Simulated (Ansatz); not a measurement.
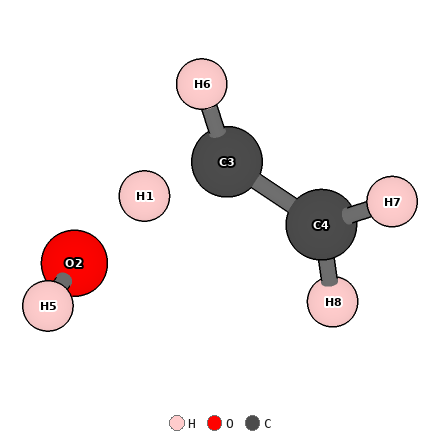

The system is the reacting system C2H5O (fragments H₂O + C₂H₃ where the first distance is long, C₂H₅O where the second is long), spin multiplicity 2; the picture shows the reference structure. 
- First axis: distance H1–C3 (bond that forms). Second axis: distance H1–O2 (bond that breaks).
- Relaxed at each point: all other coordinates.
- The grid has 11 × 11 points. At 9 points there is no value.
- Points are written as (first, second).
- Energies: kcal/mol, counted from a guessed transition structure relaxed with its forming and breaking bonds held.
- Energies and slopes of some neighbouring points disagree (a jump in structure or state, or too coarse a mesh).
- Computed with UKS PBE0-D4/def2-SVP (Ansatz 0.2.0).

Its coordinates:

```xyz
8

H     0.1786   -0.9905   -0.4141
O     0.6527   -1.3101   -1.5509
C    -0.0895   -0.1834    0.6890
C    -0.6472    0.9863    0.4465
H     1.4928   -0.8283   -1.4913
H     0.1955   -0.6553    1.6344
H    -0.9263    1.6655    1.2629
H    -0.8565    1.3157   -0.5764
```

Range: distance H1–C3 (bond that forms) from 0.963 to 2.763 Å; distance H1–O2 (bond that breaks) from 0.873 to 2.073 Å.

Q: What landscape does the calculation give?

A: The lowest grid point is at (1.064 Å, 2.073 Å), −41 kcal/mol from a guessed transition structure relaxed with its forming and breaking bonds held. It lies on the edge of the grid, but the force there points inwards, so the minimum lies inside the range. Other grid points that lie below all their neighbours: (1.204 Å, 1.378 Å) (37 kcal/mol higher). The highest grid point, (0.963 Å, 0.873 Å), lies 134 kcal/mol above the lowest.

| second ↓, first → | 0.963 | 1.064 | 1.204 | 1.363 | 1.536 | 1.720 | 1.914 | 2.116 | 2.325 | 2.541 | 2.763 |
| --- | --- | --- | --- | --- | --- | --- | --- | --- | --- | --- | --- |
| 2.073 | −29 | −41 | −4 | 10 | 28 | 48 | 65 | 78 | – | – | – |
| 1.925 | −32 | −6 | −4 | 10 | 27 | 46 | 62 | 74 | 81 | – | – |
| 1.781 | 4 | −5 | −3 | 9 | 26 | 43 | 57 | 67 | 73 | 77 | – |
| 1.641 | 6 | −4 | −3 | 8 | 23 | 38 | 49 | 57 | 62 | 65 | – |
| 1.507 | 9 | −3 | −3 | 6 | 18 | 30 | 39 | 44 | 47 | 49 | 50 |
| 1.378 | 14 | 0 | −3 | 2 | 11 | 20 | 25 | 29 | 31 | 32 | 32 |
| 1.255 | 20 | 4 | −3 | −1 | 3 | 8 | 11 | 13 | 14 | 14 | 15 |
| 1.139 | 31 | 11 | −1 | −5 | −4 | −3 | −2 | −1 | −1 | −1 | −1 |
| 1.033 | 47 | 22 | 4 | −4 | −8 | −10 | −11 | −11 | −11 | −11 | −11 |
| 0.940 | 69 | 39 | 16 | 2 | −5 | −9 | −11 | −12 | −13 | −13 | – |
| 0.873 | 93 | 59 | 31 | 14 | 4 | −2 | −5 | −6 | −7 | −7 | – |

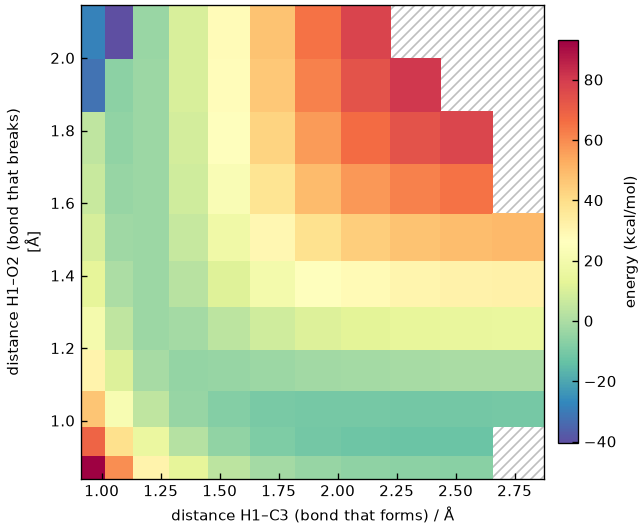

The picture shows one coloured cell a grid point, hatched blanks where no value was computed.

Each point was launched as `ansatz run input.yaml --threads 1 --pin off --max-ram 2560MiB --backend cpu --events-out ev --progress --plain --runs-dir out`. Time for the 112 points that were run: 51 min on 1 thread of Arm Neoverse V1, on a shared host.
